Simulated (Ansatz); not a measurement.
## Li2CaH4, from a guessed structure to a relaxed one

This structure for Li2CaH4 is made up. Its elements were placed in a known structure type with a cell scaled to their sizes. What cell does the guess relax to, and how far off was it?

Main program and level: Ansatz 0.2.0; DFT, PBE, plane-wave PAW, files of the set soft_1, scalar-relativistic, no spin, cell and ions relaxed at zero pressure; PAW set soft_1.

### 1. Starting point

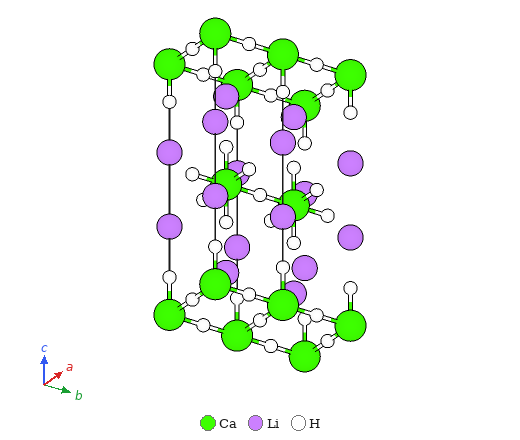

The starting structure, seen from a free direction (calcium green, lithium purple, hydrogen white). 1×2×1 cells are drawn. This picture shows the conventional cell, with its axes. Some periodic images of atoms are drawn too.

As a file:

```cif
data_structure
_symmetry_space_group_name_H-M 'P 1'
_symmetry_Int_Tables_number 1
_cell_length_a 6.4231
_cell_length_b 6.4231
_cell_length_c 6.4231
_cell_angle_alpha 148.833
_cell_angle_beta 148.833
_cell_angle_gamma 44.657
_cell_volume 70.76
loop_
_atom_site_label
_atom_site_type_symbol
_atom_site_fract_x
_atom_site_fract_y
_atom_site_fract_z
_atom_site_occupancy
Ca1 Ca 0.00000 0.00000 0.00000 1
Li2 Li 0.35210 0.35210 0.00000 1
Li3 Li 0.64790 0.64790 0.00000 1
H4 H 0.50000 0.00000 0.50000 1
H5 H 0.00000 0.50000 0.50000 1
H6 H 0.14990 0.14990 0.00000 1
H7 H 0.85010 0.85010 0.00000 1
```

### 2. Relaxation of the guess

The guessed cell has no reason to be at equilibrium. It is relaxed with the atoms, within the space group of the guess.

File input.yaml:

```yaml
crystal:
  lattice:
    - [-1.7255, 1.7255, 5.9415]
    - [1.7255, -1.7255, 5.9415]
    - [1.7255, 1.7255, -5.9415]
  atoms:
    - { symbol: Ca, position: [0.0, 0.0, 0.0] }
    - { symbol: Li, position: [0.3521, 0.3521, 0.0] }
    - { symbol: Li, position: [0.6479, 0.6479, 0.0] }
    - { symbol: H, position: [0.5, 0.0, 0.5] }
    - { symbol: H, position: [0.0, 0.5, 0.5] }
    - { symbol: H, position: [0.1499, 0.1499, 0.0] }
    - { symbol: H, position: [0.8501, 0.8501, 0.0] }
kpoints:
  mp_grid: { grid: [11, 11, 11] }
scf:
  occupations: { method: fermi_dirac, width: 0.05 }
hamiltonian:
  xc: pbe
  pseudopotentials: { kind: paw, azcp: { folder: soft_1 } }
relax:
  f_tol: 0.015
  max_steps: 70
  cell: {}
output:
  forces: true
  stress: true
```

On the command line:

```
$ ansatz run input.yaml --threads 4 --pin off --max-ram 10240MiB --backend cpu --events-out ev --progress --plain --runs-dir out
```

Numbers of over 12 decimals in the logs are rounded to 6 here.

What it wrote:

```text
basis.fft_grid_basis auto: the FFT boxes are laid along the combinations [[1, 0, 1], [0, 1, 1], [0, 0, 1]] of the cell's own vectors, 3.451, 3.451 and 6.423 Å long. The dense box has 24×24×45 points. Along the cell's own vectors, as sized, it would have 45×45×45, 3.52 times as many. Of the 16 symmetry operations that the crystal satisfies within crystal.symmetry.tolerance (time reversal apart; of a slab, those that k [...]
Engine: ansatz 0.2.0, x86_64-unknown-linux-gnu
Pseudopotentials: kind: paw
Pseudopotential: Ca, paw, valence charge 10, recommended cutoff 420 eV (normal), soft_1/Ca.paw.azcp
Pseudopotential: Li, paw, valence charge 3, recommended cutoff 420 eV (normal), soft_1/Li.paw.azcp
Pseudopotential: H, paw, valence charge 1, recommended cutoff 420 eV (normal), soft_1/H.paw.azcp
Functional definition: PBE
  parameter kappa = 0.804
  parameter beta = 0.066725
  exchange = pbe_x(kappa = kappa, mu = beta*pi^2/3)
  correlation = pbe_c(beta = beta)
Crystal: 7 atoms, lattice volume = 70.760 Å³
Basis set: ecut = 420 eV, 1387 PW (Γ), FFT grids on a1+a3, a2+a3, a3, exchange–correlation on 48×48×90 points (8 copies of the dense FFT grid, shifted against one another)
Bands: 17, of which v1, the nominal top of the filled ones, is band 10 counted from 1 (9 counted from 0)
Symmetry: 16 space group operations
Space group: I4/mmm (ITA 139), of the structure as read, at distance tolerance 4.1e-5 Å
k-points: 126 of 1331
Non-local potential: Ca, projectors of the file, l = 0: 3, l = 1: 2, l = 2: 2
Non-local potential: Li, projectors of the file, l = 0: 3, l = 1: 2, l = 2: 1
Non-local potential: H, projectors of the file, l = 0: 2, l = 1: 1
PAW form: soft (Blöchl's): semilocal exchange-correlation on the pseudo side does not see the compensation charge
PAW one-centre angular grid: Ca, 110 points (default); XC on 64 Gauss nodes
PAW one-centre angular grid: Li, 110 points (default); XC on 96 Gauss nodes
PAW one-centre angular grid: H, 110 points (default); XC on 64 Gauss nodes
Initial density: superposition of atomic densities (chi_scale 0.1, normalization cell, long waves kept (reshape's long-wave potential 0.01 eV rms))
Initial wavefunctions: pseudopotential atomic-orbital guess
Functional: x = pbe(κ = 0.804, μ = 0.219515), c = pbe(β = 0.066725)
SCF iter   1: F=—  HF=-2289.637828 eV  |F-HF|=—  |Δ(HF+E_count)|=         —  Δρ=8.40e-2  dr2=6.42e0  ethr=3.10e-3  ⟨swp⟩=7.4  Hψ=14730  notcnv=0  defer=5
preconditioner: auto → none  [insulator: Δε(μ)=0.720 eV  Ē_g=8.501 eV  σ=0.050 eV  W_gap=1.00  n_scr=12 (ndim 8)  ℏωp=12.5 eV  f_vac=0.000  D(μ)=0.00/eV (n_scr^D=0)  ε∞_Penn≈3.2]
SCF iter   2: F=—  HF=-2287.402233 eV  |F-HF|=—  |Δ(HF+E_count)|=    2.24e0  Δρ=2.14e-2  dr2=3.07e-1  ethr=3.10e-3  ⟨swp⟩=3.3  Hψ=5051  notcnv=0  defer=257
SCF iter   3: F=—  HF=-2287.327615 eV  |F-HF|=—  |Δ(HF+E_count)|=   7.46e-2  Δρ=4.60e-3  dr2=1.34e-2  ethr=1.54e-3  ⟨swp⟩=2.5  Hψ=4144  notcnv=0  defer=251
SCF iter   4: F=—  HF=-2287.329375 eV  |F-HF|=—  |Δ(HF+E_count)|=   1.76e-3  Δρ=1.41e-3  dr2=6.77e-4  ethr=6.69e-5  ⟨swp⟩=2.0  Hψ=3027  notcnv=0  defer=251
SCF iter   5: F=—  HF=-2287.330241 eV  |F-HF|=—  |Δ(HF+E_count)|=   8.66e-4  Δρ=2.18e-4  dr2=1.99e-5  ethr=3.38e-6  ⟨swp⟩=2.0  Hψ=2401  notcnv=0  defer=251
SCF iter   6: F=—  HF=-2287.330289 eV  |F-HF|=—  |Δ(HF+E_count)|=   4.80e-5  Δρ=2.91e-5  dr2=5.45e-7  ethr=9.97e-8  ⟨swp⟩=2.4  Hψ=2799  notcnv=0  defer=251
SCF iter   7: F=-2287.330289 eV  HF=-2287.330289 eV  |F-HF|=1.34e-9  |Δ(HF+E_count)|=   6.22e-8  Δρ=6.72e-6  dr2=1.63e-8  ethr=5.00e-10  ⟨swp⟩=4.9  Hψ=6355  notcnv=0
SCF 1 converged in 7 iterations: F = -2287.330289 eV  dr2 = 1.63e-8
  greatest PAW one-centre occupation: 1.000 electrons in one spin orbital (limit 2), on the Li atom at site 2 (counted from 0), in its partial waves of l = 0
relax step   1: F+E_penalty+E_count = -2287.33028934 eV  Δ(F+E_penalty+E_count) = +0.000e0 eV  max|allowed force component| = 3.129e0 eV/Å  Δτ_max = 0.0000 Å  P = +25.696 GPa  Ω = 70.760 Å³  (7 SCF iters, dr2 threshold 1.00e-7 eV, accepted)
[... from here on, the SCF cycles and remarks between the steps are left out ...]
relax step   2: F+E_penalty+E_count = -2289.23540994 eV  Δ(F+E_penalty+E_count) = -1.905e0 eV  max|allowed force component| = 1.368e0 eV/Å  Δτ_max = 0.1700 Å  P = +13.081 GPa  Ω = 79.627 Å³  energy of the carried Pulay correction = -4.872e-3 eV  (6 SCF iters, dr2 threshold 7.00e-7 eV, accepted)
relax step   3: F+E_penalty+E_count = -2290.19106843 eV  Δ(F+E_penalty+E_count) = -9.557e-1 eV  max|allowed force component| = 7.641e-1 eV/Å  Δτ_max = 0.1158 Å  P = +6.543 GPa  Ω = 87.112 Å³  energy of the carried Pulay correction = -8.561e-3 eV  (6 SCF iters, dr2 threshold 7.00e-7 eV, accepted)
relax step   4: F+E_penalty+E_count = -2290.59024871 eV  Δ(F+E_penalty+E_count) = -3.992e-1 eV  max|allowed force component| = 4.573e-1 eV/Å  Δτ_max = 0.0921 Å  P = +3.239 GPa  Ω = 92.389 Å³  energy of the carried Pulay correction = -1.096e-2 eV  (5 SCF iters, dr2 threshold 7.00e-7 eV, accepted)
relax step   5: F+E_penalty+E_count = -2290.76542506 eV  Δ(F+E_penalty+E_count) = -1.752e-1 eV  max|allowed force component| = 6.149e-1 eV/Å  Δτ_max = 0.1948 Å  P = +2.092 GPa  Ω = 97.570 Å³  energy of the carried Pulay correction = -1.318e-2 eV  (6 SCF iters, dr2 threshold 7.00e-7 eV, accepted)
relax step   6: F+E_penalty+E_count = -2290.85724878 eV  Δ(F+E_penalty+E_count) = -9.182e-2 eV  max|allowed force component| = 1.618e-1 eV/Å  Δτ_max = 0.1439 Å  P = +0.405 GPa  Ω = 100.653 Å³  energy of the carried Pulay correction = -1.443e-2 eV  (5 SCF iters, dr2 threshold 7.00e-7 eV, accepted)
relax step   7: F+E_penalty+E_count = -2290.86452082 eV  Δ(F+E_penalty+E_count) = -7.272e-3 eV  max|allowed force component| = 6.486e-2 eV/Å  Δτ_max = 0.0463 Å  P = -0.342 GPa  Ω = 103.068 Å³  energy of the carried Pulay correction = -1.538e-2 eV  (5 SCF iters, dr2 threshold 7.00e-7 eV, accepted)
relax step   8: F+E_penalty+E_count = -2290.86693358 eV  Δ(F+E_penalty+E_count) = -2.413e-3 eV  max|allowed force component| = 8.299e-3 eV/Å  Δτ_max = 0.0109 Å  P = -0.031 GPa  Ω = 102.108 Å³  energy of the carried Pulay correction = -1.501e-2 eV  (4 SCF iters, dr2 threshold 7.00e-7 eV, accepted)
relax step   9: F+E_penalty+E_count = -2290.86703734 eV  Δ(F+E_penalty+E_count) = -1.038e-4 eV  max|allowed force component| = 1.249e-3 eV/Å  Δτ_max = 0.0023 Å  P = -0.005 GPa  Ω = 102.001 Å³  energy of the carried Pulay correction = -1.497e-2 eV  (4 SCF iters, dr2 threshold 2.19e-8 eV, accepted)
relax step  10: F+E_penalty+E_count = -2290.93493210 eV  Δ(F+E_penalty+E_count) = -6.789e-2 eV  max|allowed force component| = 2.803e-4 eV/Å  Δτ_max = 0.0000 Å  P = +0.461 GPa  Ω = 102.001 Å³  stress off target by 6.62e-1 GPa  SCF on the basis re-selected at this cell (its energy is not comparable with the rows above)  (7 SCF iters)
relax step  11: F+E_penalty+E_count = -2290.93923863 eV  Δ(F+E_penalty+E_count) = -4.307e-3 eV  max|allowed force component| = 1.691e-2 eV/Å  Δτ_max = 0.0072 Å  P = +0.053 GPa  Ω = 103.851 Å³  energy of the carried Pulay correction = -6.796e-4 eV  (4 SCF iters, dr2 threshold 7.00e-7 eV, accepted)
relax step  12: F+E_penalty+E_count = -2290.93938217 eV  Δ(F+E_penalty+E_count) = -1.435e-4 eV  max|allowed force component| = 9.942e-4 eV/Å  Δτ_max = 0.0064 Å  P = -0.004 GPa  Ω = 104.076 Å³  energy of the carried Pulay correction = -7.685e-4 eV  (5 SCF iters, dr2 threshold 1.90e-8 eV, accepted)
relax step  13: F+E_penalty+E_count = -2290.94017869 eV  Δ(F+E_penalty+E_count) = -7.965e-4 eV  max|allowed force component| = 9.608e-4 eV/Å  Δτ_max = 0.0000 Å  P = -0.005 GPa  Ω = 104.076 Å³  stress off target by 1.53e-2 GPa  SCF on the basis re-selected at this cell (its energy is not comparable with the rows above)  (5 SCF iters)
basis re-selected at this cell: Δ(F+E_penalty+E_count) = -7.965e-4 eV, ΔP = -0.000 GPa vs the last step (what re-selecting the basis moved, of the pressure what is left beyond the Pulay correction that the steps carried, after the strain that the cell walked since its last selection, with what the two solves' SCF thresholds leave and, on support functions, any second-order correction that the steps lacked; it is no m [...]
SCF converged after 5 iterations
Free energy (F): -2290.940179 eV
Harris-Foulkes:  -2290.940179 eV  (|F-HF|=4.87e-10)
Internal energy: -2290.940179 eV  (E = F + TS)
E sigma→0 (E₀):  -2290.940179 eV
Fermi energy:    1.160313 eV
--- Per-component energies (eV) ---
  E_band       = -385.047121
  E_kinetic    = 338.967286
  E_local      = -1324.020139  (includes V_loc(G=0)·N_el)
  E_nonlocal   = 52.765197
  E_hartree    = 442.235013
  E_xc         = -180.996449
  E_vxc        = -227.224718  (∫ρ·V_xc dr)
  E_paw        = -915.713770  (= ΣΔE_a)
  E_vpaw       = -110.001500  (= ΣTr[D̂ρ^β])
  E_aug_tail   = -0.003089  (compensation charges beyond the density's cutoff)
  E_ewald      = -704.174226
  E_smearing   = -0.000000  (= −TS)
  E_closure    = 0.000000  (closes the sum)
  Σ components = -2290.940179   (vs F -2290.940179, Δ=0.00e0)
--- Forces (eV/Å), atoms counted from 1 ---
  atom   1  Ca    -0.00000000     0.00000000     0.00000000
  atom   2  Li     0.00000000    -0.00000000    -0.00056527
  atom   3  Li    -0.00000000     0.00000000     0.00056527
  atom   4  H      0.00000000     0.00000000     0.00000000
  atom   5  H      0.00000000     0.00000000    -0.00000000
  atom   6  H      0.00000000     0.00000000     0.00096082
  atom   7  H     -0.00000000     0.00000000    -0.00096082
  max |Σ_I F_I| component: 8.67e-19 eV/Å
--- Stress (GPa, compression-positive) ---
        0.000828       0.000000       0.000000
        0.000000       0.000828       0.000000
        0.000000       0.000000      -0.015279
  P = ⅓ Tr σ = -0.0045 GPa (-0.045 kbar)
--- Relaxed structure (11 steps of the walk, 11 accepted, 2 SCFs on fresh bases) ---
  F+E_penalty+E_count = -2290.94017869 eV   max|allowed force component| = 9.608e-4 eV/Å   (the final SCF, on the basis selected at the relaxed cell)
  cell:  # Å, volume = 104.0756 Å³
    - [-2.149389, 2.149389, 5.631951]
    - [2.149389, -2.149389, 5.631951]
    - [2.149389, 2.149389, -5.631951]
  atoms:
    - { symbol: Ca, position: [-2.3357380809247603e-18, -2.3357380809247595e-18, 0] }
    - { symbol: Li, position: [0.343485, 0.343485, 0] }
    - { symbol: Li, position: [0.656515, 0.656515, 0] }
    - { symbol: H, position: [0.5, -2.3357380809247603e-18, 0.5] }
    - { symbol: H, position: [-2.3357380809247595e-18, 0.5, 0.5] }
    - { symbol: H, position: [0.191298, 0.191298, 0] }
    - { symbol: H, position: [0.808702, 0.808702, 0] }
```

Wall time 20 s (4 threads of AMD EPYC 7B13 (Zen 3), shared host); peak memory 0.59 GiB; 73 s of CPU time.

Relaxation path:

| step | energy less that of the first step (eV) | largest force component (eV/Å) | pressure (GPa) | volume (Å³) |
| --- | --- | --- | --- | --- |
| 1 | 0.0000 | 3.1295 | 25.70 | 70.76 |
| 2 | -1.9051 | 1.3677 | 13.08 | 79.63 |
| 3 | -2.8608 | 0.7641 | 6.54 | 87.11 |
| 4 | -3.2600 | 0.4573 | 3.24 | 92.39 |
| 5 | -3.4351 | 0.6149 | 2.09 | 97.57 |
| 6 | -3.5270 | 0.1618 | 0.41 | 100.65 |
| 7 | -3.5342 | 0.0649 | -0.34 | 103.07 |
| 8 | -3.5366 | 0.0083 | -0.03 | 102.11 |
| 9 | -3.5367 | 0.0012 | -0.01 | 102.00 |
| 10* | -3.6046 | 0.0003 | 0.46 | 102.00 |
| 11 | -3.6089 | 0.0169 | 0.05 | 103.85 |
| 12 | -3.6091 | 0.0010 | 0.00 | 104.08 |
| 13* | -3.6099 | 0.0010 | 0.00 | 104.08 |

Relaxation steps marked * repeat the geometry before them on a plane-wave basis chosen anew for their cell, so energy and pressure can jump there.

The run keeps the 16 symmetry operations that it works with, so distortions that break them were not tested.

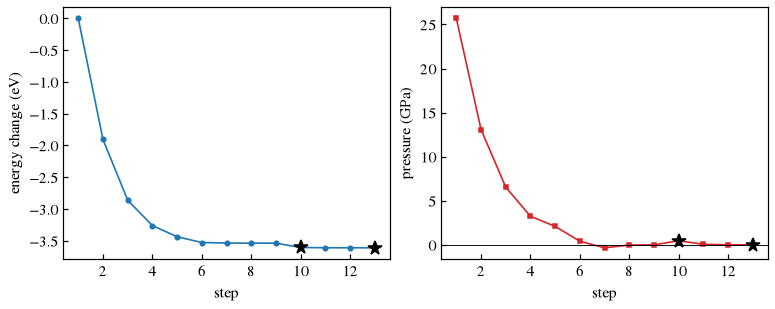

Energy and pressure along the relaxation. Stars mark steps on a basis chosen anew.

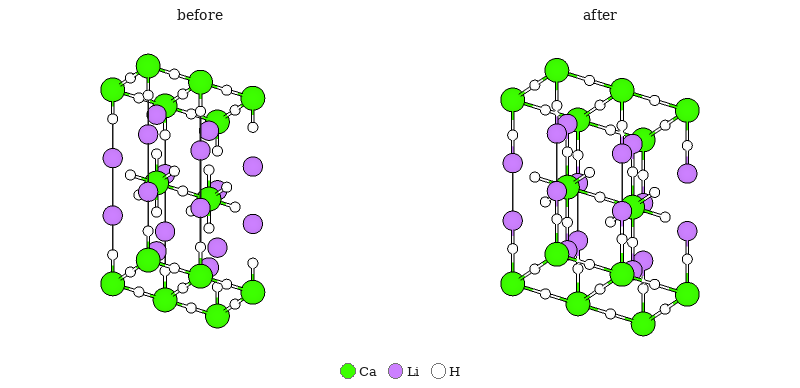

The structure before and after the relaxation, drawn at the same scale.

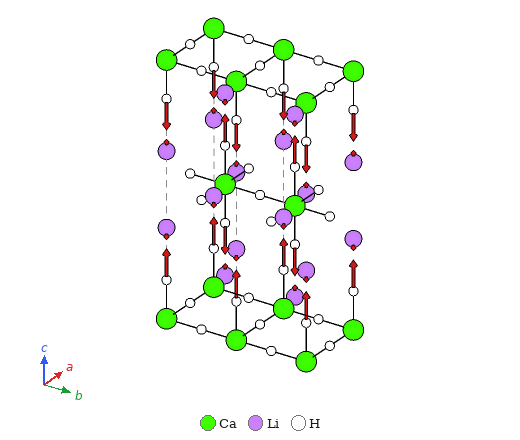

Displacements in the relaxation, exaggerated, measured against the changing cell; the longest in the cell stands for 0.47 Å. 1×2×1 conventional cells are drawn. Some periodic images of atoms are drawn too.

| cell as run | before | after | change |
| --- | --- | --- | --- |
| a (Å) | 6.423 | 6.400 | -0.4 % |
| b (Å) | 6.423 | 6.400 | -0.4 % |
| c (Å) | 6.423 | 6.400 | -0.4 % |
| α (°) | 148.83 | 140.75 | -5.4 % |
| β (°) | 148.83 | 140.75 | -5.4 % |
| γ (°) | 44.66 | 56.71 | +27.0 % |
| volume (Å³/atom) | 10.11 | 14.87 | +47.1 % |

The atoms that moved most (Å, as changes of fractional coordinates times the final cell):

| atom | dx | dy | dz | length |
| --- | --- | --- | --- | --- |
| H6 | 0.000 | 0.000 | 0.466 | 0.466 |
| H7 | 0.000 | 0.000 | -0.466 | 0.466 |
| Li3 | 0.000 | 0.000 | 0.097 | 0.097 |
| Li2 | 0.000 | 0.000 | -0.097 | 0.097 |

Final coordinates:

```
Ca Li H
1.0
    -2.14939    2.14939    5.63195
     2.14939   -2.14939    5.63195
     2.14939    2.14939   -5.63195
Ca Li H
1 2 4
Direct
  0.00000 0.00000 0.00000
  0.34348 0.34348 0.00000
  0.65652 0.65652 0.00000
  0.50000 0.00000 0.50000
  0.00000 0.50000 0.50000
  0.19130 0.19130 0.00000
  0.80870 0.80870 0.00000
```

Numbers from this step:

```yaml
free_energy: -2290.9402 eV
fermi_energy: 1.160 eV
gap_by_band_count: 1.806 eV
electrons: 20
symmetry_operations: 16
pressure: -0.004541 GPa
```

Shortest distances by pair of elements, guess and relaxed (not always the same contact):

| pair | guess (Å) | relaxed (Å) |
| --- | --- | --- |
| H–Li | 2.403 | 1.714 |
| Ca–H | 1.726 | 2.149 |
| H–H | 2.440 | 3.040 |
| Ca–Li | 3.007 | 3.514 |
| Li–Li | 3.441 | 3.526 |

The relaxation ends with a largest force component of 9.6e-4 eV/Å and a pressure of 0.00 GPa.

### 3. Results

- space group, relaxed: I4/mmm
- conventional cell: a = 4.299, b = 4.299, c = 11.264 Å; α = 90.0°, β = 90.0°, γ = 90.0°
- volume per atom: 14.87 Å³ (guess 10.11)

Li2CaH4 relaxes to I4/mmm with a = 4.299, b = 4.299 and c = 11.264 Å. The guessed volume was 32 % too small. The space group I4/mmm was held in the relaxation, so the end point is a stationary structure within it and may be a saddle against distortions or other arrangements. Mesh and cutoff weren't tested. No dispersion term is used, so weakly bound directions may come out too long. Nothing here tests whether the compound is stable against decomposition.

[Logs are printed without paths, hosts, clocks, repeated set-up lines and the standing remarks that a program may print on its own settings, such as how far it seeks lower states.]

[Hosts, paths, dates, database ids (printed as entryN), source tags and the programs' standing remarks are cut or masked in the printed files.]
